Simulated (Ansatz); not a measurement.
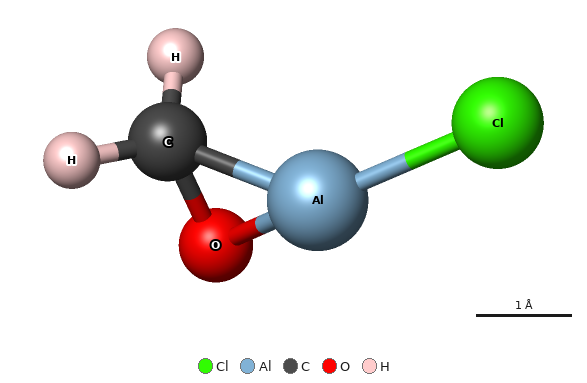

**Figure 1.** The input geometry (ball-and-stick view, seen at a tilt). Sticks mark near contacts.

**CH₂AlClO: geometry relaxation**

CH₂AlClO, computed with RKS PBE0/def2-SVP (Ansatz 0.2.0).

It belongs to a series of runs on one base structure; here: end point A relaxed.

The input
```yaml
crystal:
  periodic: [false, false, false]
  atoms:
    - { symbol: Cl, position_ang: [-1.8871, -2.3062, 0.7547] }
    - { symbol: Al, position_ang: [-0.976, -0.4929, -0.1643] }
    - { symbol: C, position_ang: [0.5575, 0.61, 0.0385] }
    - { symbol: O, position_ang: [0.3632, 0.3014, -1.2874] }
    - { symbol: H, position_ang: [1.536, 0.1175, 0.3605] }
    - { symbol: H, position_ang: [0.4485, 1.7061, 0.2518] }
basis:
  gaussian: { orbitals: def2-SVP }
hamiltonian:
  xc: pbe0
relax:
  f_tol: 0.02
  max_steps: 50
output:
  orbitals: {}
```

Machine: 1 thread of Arm Neoverse V1, 24 GiB of memory available, shared host.

Run as:
```bash
ansatz run input.yaml --threads 1 --pin off --max-ram 2048MiB --backend cpu --events-out ev --progress --plain --runs-dir out
```

What the program printed
```
The last accepted step is kept in [file] (removed where the run ends without a failure and the disk answers)
Engine: ansatz 0.2.0, aarch64-unknown-linux-gnu
Functional definition: PBE0
  parameter a = 0.25
  parameter kappa = 0.804
  parameter beta = 0.06672455060314922
  exchange = (1 - a)*pbe_x(kappa = kappa, mu = beta*pi^2/3) + a*exact_x
  correlation = pbe_c(beta = beta)
753 factors; integrals over basis functions are off by at most 2.8e-4 eV
mean field evaluation 1: about -22208.6513 eV, gradient 5.6e1 eV
mean field evaluation 2: about -22117.8827 eV, gradient 1.7e2 eV
mean field evaluation 4: about -22216.1397 eV, gradient 1.4e1 eV
mean field evaluation 8: about -22216.6123 eV, gradient 4.8e-1 eV
mean field evaluation 16: about -22216.6130 eV, gradient 1.5e-4 eV
mean field -22216.61302801 eV, -816.4454698182 hartree, gradient 2.4e-5 eV, S^2 0.000000; 0 other end points of the search recorded, 0 dependent functions left out
the calculation of the forces begins
reference -22216.61305323 eV, -816.4454707451 hartree; 23, 23 occupied and 51, 51 virtual orbitals, 753 factors
relax step   1: F+E_penalty+E_count = -22216.61302801 eV  Δ(F+E_penalty+E_count) = +0.000e0 eV  max|allowed force component| = 3.183e0 eV/Å  Δτ_max = 0.0000 Å  (30 SCF iters, accepted)
these checks for a lower state are left out or cut short: starts, cluster_reference, orbital_swaps, neighbouring_geometries, increment
753 factors; integrals over basis functions are off by at most 3.0e-4 eV
mean field -22217.47551642 eV, -816.4771656828 hartree, gradient 1.9e-5 eV, S^2 0.000000; 0 other end points of the search recorded, 0 dependent functions left out
the calculation of the forces begins
reference -22217.47554176 eV, -816.4771666139 hartree; 23, 23 occupied and 51, 51 virtual orbitals, 753 factors
relax step   2: F+E_penalty+E_count = -22217.47551642 eV  Δ(F+E_penalty+E_count) = -8.625e-1 eV  max|allowed force component| = 1.638e0 eV/Å  Δτ_max = 0.1948 Å  (32 SCF iters, accepted)
these checks for a lower state are left out or cut short: starts, cluster_reference, orbital_swaps, neighbouring_geometries, increment
753 factors; integrals over basis functions are off by at most 2.8e-4 eV
mean field evaluation 32: about -22217.8353 eV, gradient 2.0e-5 eV
mean field -22217.83532963 eV, -816.4903885742 hartree, gradient 2.0e-5 eV, S^2 0.000000; 0 other end points of the search recorded, 0 dependent functions left out
the calculation of the forces begins
reference -22217.83535561 eV, -816.4903895291 hartree; 23, 23 occupied and 51, 51 virtual orbitals, 753 factors
relax step   3: F+E_penalty+E_count = -22217.83532963 eV  Δ(F+E_penalty+E_count) = -3.598e-1 eV  max|allowed force component| = 3.534e-1 eV/Å  Δτ_max = 0.1963 Å  (31 SCF iters, accepted)
these checks for a lower state are left out or cut short: starts, cluster_reference, orbital_swaps, neighbouring_geometries, increment
753 factors; integrals over basis functions are off by at most 2.7e-4 eV
mean field -22217.88386705 eV, -816.4921722917 hartree, gradient 2.0e-5 eV, S^2 0.000000; 0 other end points of the search recorded, 0 dependent functions left out
the calculation of the forces begins
reference -22217.88389338 eV, -816.4921732591 hartree; 23, 23 occupied and 51, 51 virtual orbitals, 753 factors
relax step   4: F+E_penalty+E_count = -22217.88386705 eV  Δ(F+E_penalty+E_count) = -4.854e-2 eV  max|allowed force component| = 2.205e-1 eV/Å  Δτ_max = 0.1001 Å  (30 SCF iters, accepted)
these checks for a lower state are left out or cut short: starts, cluster_reference, orbital_swaps, neighbouring_geometries, increment
753 factors; integrals over basis functions are off by at most 2.8e-4 eV
mean field -22217.89752084 eV, -816.4926740592 hartree, gradient 9.5e-6 eV, S^2 0.000000; 0 other end points of the search recorded, 0 dependent functions left out
the calculation of the forces begins
reference -22217.89754739 eV, -816.4926750349 hartree; 23, 23 occupied and 51, 51 virtual orbitals, 753 factors
relax step   5: F+E_penalty+E_count = -22217.89752084 eV  Δ(F+E_penalty+E_count) = -1.365e-2 eV  max|allowed force component| = 1.108e-1 eV/Å  Δτ_max = 0.0772 Å  (30 SCF iters, accepted)
these checks for a lower state are left out or cut short: starts, cluster_reference, orbital_swaps, neighbouring_geometries, increment
753 factors; integrals over basis functions are off by at most 2.8e-4 eV
mean field -22217.89739468 eV, -816.4926694229 hartree, gradient 7.9e-6 eV, S^2 0.000000; 0 other end points of the search recorded, 0 dependent functions left out
the calculation of the forces begins
reference -22217.89742123 eV, -816.4926703985 hartree; 23, 23 occupied and 51, 51 virtual orbitals, 753 factors
relax step   6: F+E_penalty+E_count = -22217.89739468 eV  Δ(F+E_penalty+E_count) = +1.262e-4 eV  max|allowed force component| = 4.970e-2 eV/Å  Δτ_max = 0.0201 Å  (31 SCF iters, rejected (line search))
these checks for a lower state are left out or cut short: starts, cluster_reference, orbital_swaps, neighbouring_geometries, increment
753 factors; integrals over basis functions are off by at most 2.7e-4 eV
mean field -22217.89811887 eV, -816.4926960362 hartree, gradient 2.1e-5 eV, S^2 0.000000; 0 other end points of the search recorded, 0 dependent functions left out
the calculation of the forces begins
reference -22217.89814543 eV, -816.4926970123 hartree; 23, 23 occupied and 51, 51 virtual orbitals, 753 factors
relax step   7: F+E_penalty+E_count = -22217.89811887 eV  Δ(F+E_penalty+E_count) = -5.980e-4 eV  max|allowed force component| = 5.777e-3 eV/Å  Δτ_max = 0.0081 Å  (25 SCF iters, accepted)
753 factors; integrals over basis functions are off by at most 2.7e-4 eV
mean field evaluation 64: about -22217.2319 eV, gradient 1.7e1 eV
```

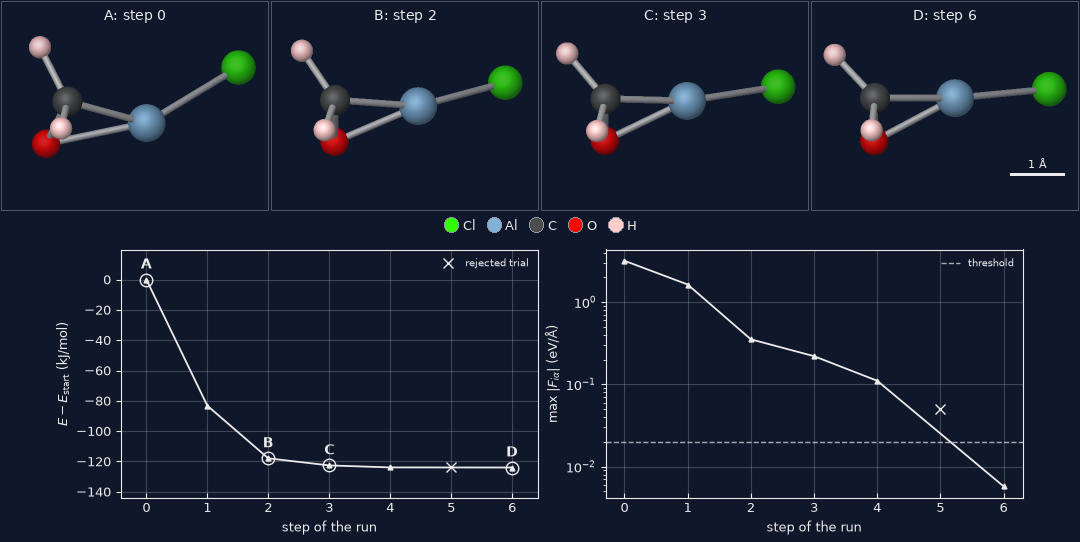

**Figure 2.** Frames of the relaxation (ball-and-stick view, seen at a tilt) above the curves, on which the letters mark them (the first geometry is step 0 here and step 1 in the log).

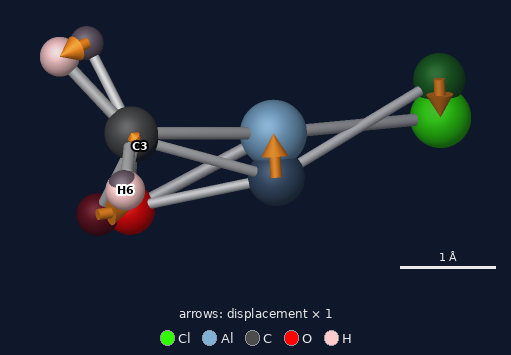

**Figure 3.** Start (faint) and end (solid) with the displacements as orange arrows, at true length (ball-and-stick view, seen at a tilt). The two geometries are laid on each other by the best rigid fit. The atom that moves furthest after the best rigid fit is Al2 (0.47 Å). By element the largest moves are Al 0.47 Å, Cl 0.41 Å, H 0.37 Å, O 0.37 Å, C 0.09 Å. Among the contacts that change: Al2–O4 1.920 → 1.712 Å, Cl1–Al2 2.228 → 2.074 Å, C3–O4 1.375 → 1.480 Å, C3–H5 1.142 → 1.101 Å. Among the angles that change: Cl1–Al2–C3 139.3° → 172.5°, Cl1–Al2–O4 149.7° → 139.2°, Al2–C3–O4 69.7° → 59.7°. The energy falls by 124.0 kJ/mol in 6 geometry steps. The largest force component goes from 3.2 to 0.0058 eV/Å. The line search rejected the trial step at point 5 (counted from 0) and went back. (Atoms are counted from 1 in the order of the input.)

```
mean field -22217.89811887 eV, -816.4926960362 hartree, gradient 2.1e-5 eV, S^2 0.000000; 1 other end points of the search recorded, 0 dependent functions left out
the calculation of the forces begins
reference -22217.89814543 eV, -816.4926970123 hartree; 23, 23 occupied and 51, 51 virtual orbitals, 753 factors
Total energy: -22217.89814543 eV, -816.4926970123 hartree
Atom 0 at    -2.134478    -2.168184     0.436470 Å, force    -0.000630     0.000293     0.001432 eV/Å
Atom 1 at    -0.690358    -0.712756     0.126529 Å, force    -0.000837    -0.001340    -0.003166 eV/Å
Atom 2 at     0.630176     0.632556     0.091023 Å, force    -0.000294     0.003467     0.003645 eV/Å
Atom 3 at     0.133490     0.040417    -1.171633 Å, force    -0.001414     0.000459    -0.001320 eV/Å
Atom 4 at     1.697416     0.438183     0.278391 Å, force     0.005777    -0.001212     0.001042 eV/Å
Atom 5 at     0.405855     1.705684     0.193020 Å, force    -0.002602    -0.001667    -0.001633 eV/Å
Dipole moment:    -0.091515    -0.067199     0.380071 e Å
```

Trajectory as extended XYZ (Å, eV, eV/Å), 7 frames, from step=1 to step=7
```
6
Properties=species:S:1:pos:R:3:forces:R:3 step=1 energy=-22216.61303
Cl   -1.8871   -2.3062    0.7547    0.4247   1.4285  -1.2995
Al   -0.9760   -0.4929   -0.1643    1.8144  -0.4314  -0.0100
C     0.5575    0.6100    0.0385    1.2566   0.8692   1.8933
O     0.3632    0.3014   -1.2874   -3.1829  -2.3104  -1.5099
H     1.5360    0.1175    0.3605   -0.8046   1.0190   0.5680
H     0.4485    1.7061    0.2518    0.4919  -0.5749   0.3581
6
Properties=species:S:1:pos:R:3:forces:R:3 step=2 energy=-22217.47552
Cl   -1.9438   -2.3048    0.5985    0.2456   0.8909  -0.5618
Al   -0.9032   -0.5300    0.0035    1.4043  -0.0737  -0.8705
C     0.5980    0.6430    0.0221    0.1574   0.0345   0.8438
O     0.2168    0.1728   -1.2860   -1.6383  -1.0996   0.9990
H     1.5671    0.2252    0.3973   -0.3156   0.4224  -0.2100
H     0.5071    1.7297    0.2184    0.1467  -0.1745  -0.2005
6
Properties=species:S:1:pos:R:3:forces:R:3 step=3 energy=-22217.83533
Cl   -2.0063   -2.2568    0.4543   -0.2019   0.0210  -0.0150
Al   -0.8164   -0.6000    0.1000    0.3494  -0.0077   0.1981
C     0.6098    0.6529    0.0686   -0.0685  -0.1867   0.3534
O     0.0953    0.0551   -1.1865    0.2718   0.2404  -0.0636
H     1.6341    0.3361    0.3554   -0.1846   0.0230  -0.2757
H     0.5256    1.7486    0.1621   -0.1662  -0.0898  -0.1974
6
Properties=species:S:1:pos:R:3:forces:R:3 step=4 energy=-22217.88387
Cl   -2.0941   -2.2291    0.4279    0.0881   0.2205  -0.0136
Al   -0.7473   -0.6630    0.1354    0.0373  -0.1450  -0.0063
C     0.6177    0.6476    0.0945    0.1931  -0.0937  -0.0571
O     0.1166    0.0460   -1.1632   -0.0221   0.0354   0.0609
H     1.6770    0.3968    0.2977   -0.1792   0.0359   0.0014
H     0.4722    1.7377    0.1614   -0.1172  -0.0530   0.0149
6
Properties=species:S:1:pos:R:3:forces:R:3 step=5 energy=-22217.89752
Cl   -2.1316   -2.1710    0.4387   -0.0181  -0.0189  -0.0050
Al   -0.6912   -0.7148    0.1236    0.0127   0.0475   0.0376
C     0.6279    0.6341    0.0884    0.0438   0.0216   0.1008
O     0.1313    0.0453   -1.1702   -0.0014  -0.0347  -0.1108
H     1.6939    0.4327    0.2832   -0.0221   0.0101  -0.0266
H     0.4119    1.7096    0.1902   -0.0149  -0.0255   0.0040
6
Properties=species:S:1:pos:R:3:forces:R:3 step=6 energy=-22217.89739 accepted=F
Cl   -2.1384   -2.1641    0.4358   -0.0017   0.0006   0.0032
Al   -0.6913   -0.7114    0.1272    0.0249  -0.0268  -0.0168
C     0.6317    0.6308    0.0915    0.0189  -0.0096  -0.0099
O     0.1403    0.0336   -1.1714   -0.0497   0.0392   0.0187
H     1.7018    0.4455    0.2698    0.0008  -0.0057   0.0467
H     0.3979    1.7015    0.2009    0.0067   0.0023  -0.0419
6
Properties=species:S:1:pos:R:3:forces:R:3 step=7 energy=-22217.89812
Cl   -2.1345   -2.1682    0.4365   -0.0006   0.0003   0.0014
Al   -0.6904   -0.7128    0.1265   -0.0008  -0.0013  -0.0032
C     0.6302    0.6326    0.0910   -0.0003   0.0035   0.0036
O     0.1335    0.0404   -1.1716   -0.0014   0.0005  -0.0013
H     1.6974    0.4382    0.2784    0.0058  -0.0012   0.0010
H     0.4059    1.7057    0.1930   -0.0026  -0.0017  -0.0016
```

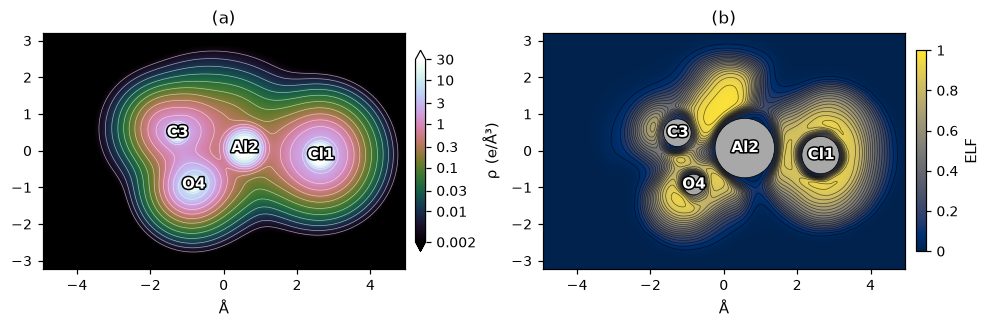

**Figure 4.** (a) electron density; (b) ELF on the plane of atoms Cl1, Al2 and C3. Grey discs, where drawn, cover atomic cores. Atoms in the plane: Cl, Al, C and O. C–Al (1.89 Å): ρ is about 0.67 e/Å³ halfway; the ELF peaks at about 0.80 in the valence shell of C, 0.7 Å from its nucleus, and is about 0.55 at the midpoint.

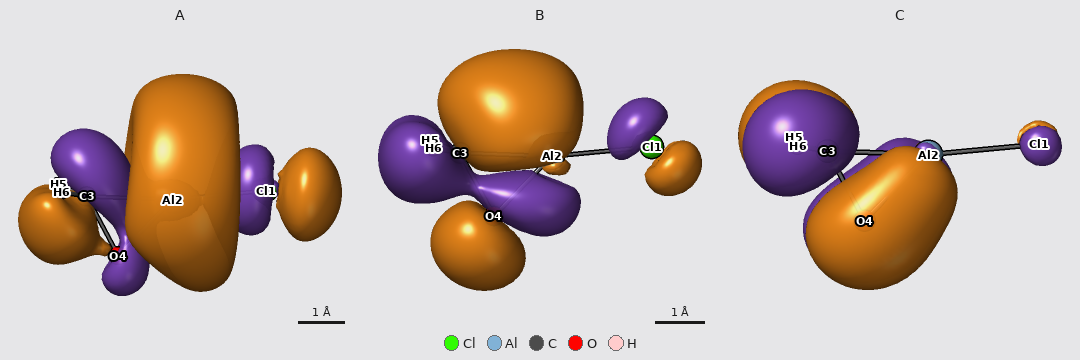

**Figure 5.** Three frontier orbitals at ±0.06 Å⁻³ᐟ² (orange and purple are the two phases). C is the HOMO−1 (−7.79 eV). B is the HOMO (−6.67 eV). By Hirshfeld shares it lies mainly on O4 (35 %), C3 (30 %) and Al2 (25 %). A is the LUMO (−1.56 eV). By Hirshfeld shares it lies mainly on Al2 (55 %), Cl1 (20 %) and C3 (20 %). The HOMO–LUMO gap is 5.11 eV between the orbital energies.

Results in brief

- outcome: converged
- total energy: −22217.8981 eV
- mean-field energy: −22217.8981 eV
- largest force (length of the vector) at the end: 0.006 eV/Å
- wall time: 23 s
- peak memory: 0.16 GiB
